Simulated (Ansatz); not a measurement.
# Tc of Ti (P6_3/mmc) from its phonons, part 2 of 2

Each step names its level of theory.

So far, coupling constant λ: step 2 (resistivity: PseudoDojo files, PBE PseudoDojo norm-conserving) 0.546; step 3 (coupling and resistivity: finite displacements, PBE) 0.551. Also log mean phonon energy ħω_log (meV): step 2 16.4; step 3 16.3.

**4. Electron–phonon run: r2SCAN at its own relaxed cell**

The functional sets the lattice constant, the bands and the force constants.

This step: DFT r2SCAN, scalar-relativistic, plane waves, PAW; PAW set soft_1 (Ansatz 0.2.0).

input.yaml reads:

```yaml
crystal:
  lattice:
    - [2.9343109893, 0.0, 0.0]
    - [-1.4671554946, 2.5411878593, 0.0]
    - [0.0, 0.0, 4.6439716217]
  atoms:
    - { symbol: Ti, position: [0.3333333333, 0.6666666667, 0.25] }
    - { symbol: Ti, position: [0.6666666667, 0.3333333333, 0.75] }
kpoints:
  mp_grid: { grid: [12, 12, 9] }
hamiltonian:
  xc: r2scan
  pseudopotentials: { kind: paw, azcp: { folder: soft_1 } }
scf:
  occupations: { method: methfessel_paxton, width: 0.2 }
output:
  eigenvalues: true
phonons:
  method: dfpt
  qmesh: [6, 6, 3]
  temperatures: { t_max: 1000, t_step: 50 }
  qpath:
    path:
      - [[0.0, 0.0, 0.0], [0.5, 0.0, 0.0], [0.33333333, 0.33333333, 0.0], [0.0, 0.0, 0.0], [0.0, 0.0, 0.5], [0.5, 0.0, 0.5], [0.33333333, 0.33333333, 0.5], [0.0, 0.0, 0.5]]
      - [[0.5, 0.0, 0.5], [0.5, 0.0, 0.0]]
    npoints: 6
  electrical_resistivity:
    mesh: [24, 24, 12]
    temperatures: [20.0, 50.0, 80.0, 100.0, 150.0, 200.0, 273.0, 300.0, 400.0, 500.0, 600.0, 800.0]
  superconductivity: { mesh: [24, 24, 12], eliashberg_equations: false }
```

Started as:

```
ansatz run input.yaml --threads 16 --pin off --max-ram 92160MiB --backend cuda --events-out ev --progress --plain --runs-dir out --max-vram 78GiB
```

Numbers of over 12 decimals in the logs are rounded to 6 here.

What it wrote:

```text
[...]
Crystal: 2 atoms, lattice volume = 34.628 Å³
Basis set: ecut = 500 eV, 881 PW (Γ), exchange–correlation on 120×120×180 points (125 copies of the dense FFT grid, shifted against one another)
Bands: 16, of which v1, the nominal top of the filled ones, is band 12 counted from 1 (11 counted from 0)
Symmetry: 24 space group operations
k-points: 355 of 1296 (irreducible under 2 space group operations, time reversal used)
[...]
SCF iter   1: F=—  HF=-5009.116828 eV  |F-HF|=—  |Δ(HF+E_count)|=         —  Δρ=6.94e-2  dr2=1.70e0  dr2_τ=5.82e-2  ethr=3.10e-3  ⟨swp⟩=4.9  Hψ=46803  notcnv=0
[...]
SCF iter   2: F=—  HF=-5008.786997 eV  |F-HF|=—  |Δ(HF+E_count)|=   3.30e-1  S|Δr|=    0.00e0  Δρ=2.76e-2  dr2=2.86e-1  dr2_τ=6.56e-3  ethr=3.10e-3  ⟨swp⟩=3.0  Hψ=16395  notcnv=0  defer=355
[...]
SCF iter   9: F=-5008.744827 eV  HF=-5008.744827 eV  |F-HF|=4.55e-12  |Δ(HF+E_count)|=  2.00e-11  S|Δr|=    0.00e0  Δρ=1.52e-7  dr2=8.30e-12  dr2_τ=8.69e-14  ethr=1.00e-12  ⟨swp⟩=8.0  Hψ=26955  notcnv=0
SCF 1 converged in 9 iterations: F = -5008.744827 eV  dr2 = 8.30e-12
[...]
DFPT response loops at Γ: preconditioner auto → Kerker (q_TF=auto, 2.567 Å⁻¹) (partly filled bands, converged f_vac=0.000); β = 1.00, the filter's whole step (`scf.mixing.beta` (0.50) is not read by the response loops under this deck's `scf.mixing.preconditioner`; to damp them name `kerker` or `kerker_dos`, under which they read `scf.mixing.beta`, and type it under 1.00, their step now; both keys bind the ground state too); Broyden in place of MSR1
[...]
NSCF: frozen V_eff on 95 k-points, pencils in batches of 32, up to order 80
[...]
NSCF: frozen V_eff on 774 k-points
[...]
SCF 2 converged in 9 iterations: F = -5008.744827 eV  dr2 = 8.27e-12
[...]
SCF converged after 9 iterations
[...]
600.00      1.0322e2              no      1.0423e2      1.0423e2      1.0121e2        1.1611e2          9.0053e1
    800.00      1.3924e2              no      1.4098e2      1.4098e2      1.3575e2        1.6016e2          1.2164e2
[...]
vibrations of 108 cells: unjudged by the run; compare a larger repeat
[...]
--- Superconductivity: potentials and phonons of a 6×6×3 supercell ---
[...]
mesh         λ    ħω_log (meV)  μ* declared at (meV)
       24×24×12    0.6105          13.502               19.322
        12×12×6    0.7022           9.537               17.864
          6×6×3    0.5805          18.931               21.911
  λ by the species' shares of the modes' patterns: Ti 0.6105
[...]
0.08      4.588         4.760             -             -             -             -              -
      0.10      3.774         3.901             -             -             -             -              -
      0.12      3.030         3.123             -             -             -             -              -
      0.13      2.687         2.765             -             -             -             -              -
      0.14      2.363         2.429             -             -             -             -              -
      0.16      1.779         1.825             -             -             -             -              -
      0.20      0.877         0.896             -             -             -             -              -
[...]
vibrations of 108 cells: unjudged by the run; compare a larger repeat
[...]
```

The job ended after 5.7 min (1 × NVIDIA GB200 with 16 threads of Arm Neoverse V2, shared host; peak memory 7.5 GiB; 61 min of CPU time).

This step gave:

| Property | Result |
| --- | --- |
| volume per atom | 17.31 Å³/atom |
| zero-point energy | 0.07097 eV/cell |
| highest frequency, solved or plainly interpolated | 296.1 cm⁻¹ |
| Debye temperature (second moment) | 371 K |
| resistivity at 300 K | 49.16 μΩ cm, mean of the axes |
| coupling constant λ | 0.6105 |
| density of states at the Fermi level | 0.7777 states/eV a spin and cell |
| log mean phonon energy ħω_log | 13.5 meV |
| transport coupling constant λ_tr | 0.6758, 0.6758, 0.7742 (xx, yy, zz) |
| Drude plasma energy | 3.859, 3.859, 4.009 eV (xx, yy, zz) |
| resistivity times mean free path | 12.88, 12.88, 10.54 × 10⁻¹⁶ Ω m² (xx, yy, zz) |
| second-moment phonon energy ħω₂ | 19.32 meV |
| coupling λ by branch | 0.224, 0.153, 0.0568, 0.0717, 0.0538, 0.0512 (branches by rank of frequency) |

Transition temperatures:

```tsv
μ*	McMillan Tc (K)	Allen–Dynes Tc (K)
0.08	4.59	4.76
0.1	3.77	3.9
0.12	3.03	3.12
0.13	2.69	2.77
0.14	2.36	2.43
0.16	1.78	1.83
0.2	0.877	0.896
```

The Eliashberg function α²F has structure finer than the step of the table below, so its rows give means over 2.5 meV, whole bins alone (the curve runs from 0.144 to 36.7 meV). Peaks (meV: height): α²F 14.54: 0.358, 21.16: 0.247, 24.04: 0.317, 30.95: 0.414; α²F tr 13.96: 0.421, 21.16: 0.242, 24.04: 0.297, 29.22: 0.264, 30.95: 0.387, 34.11: 0.225.

The Eliashberg function α²F by phonon energy; means over each step:

```tsv
phonon energy (meV)	α²F	α²F tr
2.5	0.0150	0.0187
5.0	0.0538	0.0698
7.5	0.0644	0.0888
10.0	0.0848	0.119
12.5	0.154	0.209
15.0	0.273	0.318
17.5	0.151	0.159
20.0	0.146	0.137
22.5	0.201	0.209
25.0	0.251	0.226
27.5	0.199	0.205
30.0	0.245	0.265
32.5	0.195	0.212
35.0	0.0822	0.0933
```

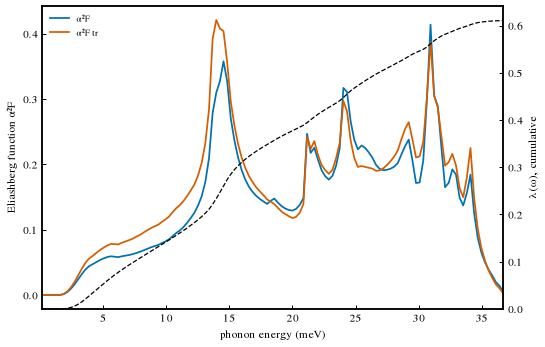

Eliashberg function α²F against phonon energy. The dashed line is the running λ.

**5. Results**

| Quantity | Value |
| --- | --- |
| meshes | q 6×6×3, k 12×12×9, scattering 24×24×12 |
| coupling constant λ | 0.611 |
| log mean phonon energy ħω_log | 13.5 meV |
| Allen–Dynes Tc at μ* = 0.1 | 3.9 K |
| Allen–Dynes Tc at μ* = 0.13 | 2.77 K |

In the last run (r2SCAN, q 6×6×3, k 12×12×9, scattering 24×24×12), with λ = 0.61 and ħω_log = 13.5 meV, Tc at μ* = 0.13 is 2.7 K by McMillan's formula and 2.8 K by Allen and Dynes's. Measured: transition temperature: 0.39 K (bulk, normal pressure; compiled value; quoted in “List of superconductors”, 2026, Wikipedia's table of superconducting elements, as read in December). At μ* = 0.13 the calculation gives 2.8 K, far above it. These runs do not show the cause; candidates are the relaxed cell, a larger μ*, spin fluctuations and the meshes. Raising μ* from 0.10 to 0.16 lowers the Allen–Dynes value from 3.9 to 1.8 K. By the run's own test λ is not converged in the fine mesh: it moves by 15 % between the two finest. The run's transport test calls it not converged in the mesh; ρ(300 K) moves by 17 % in the component that moves most. Over the runs, λ takes the values 0.546, 0.551 and 0.611, in the order shown. μ* is a typed number, phonons are harmonic, and spin fluctuations are left out; at μ* = 0.13 McMillan's formula turns 1 % in λ into about 3.6 % in Tc.

[Logs are printed without paths, hosts, clocks, repeated set-up lines and the standing remarks that a program may print on its own settings, such as how far it seeks lower states.]

[Hosts, paths, dates, database ids (printed as entryN), source tags and the programs' standing remarks are cut or masked in the printed files.]
